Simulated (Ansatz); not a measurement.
Consider TiO2 in the anatase structure (space group I4_1/amd, No. 141; a = 3.770 Å, c = 9.552 Å).

Perturbation: hydrostatic tension (pressure −2 GPa).

Method: PBEsol, PAW, 420 eV (Ansatz, a quantum-chemistry and plane-wave program; no spin-orbit coupling).

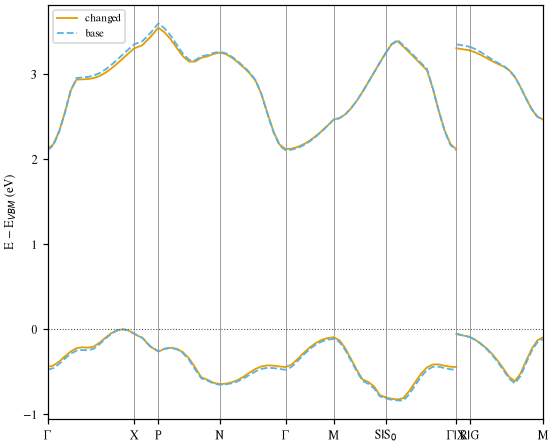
Figure: Highest valence and lowest conduction band along the path, each from its own valence-band maximum

Read the changed gap and its character from the plot.

About 2.1 eV, indirect, Γ–X (87 % along) → Γ.

Load acts through the strain it causes; cell and atoms are relaxed under it. Whether these cells are dynamically stable was not tested. All final runs are without spin polarisation.
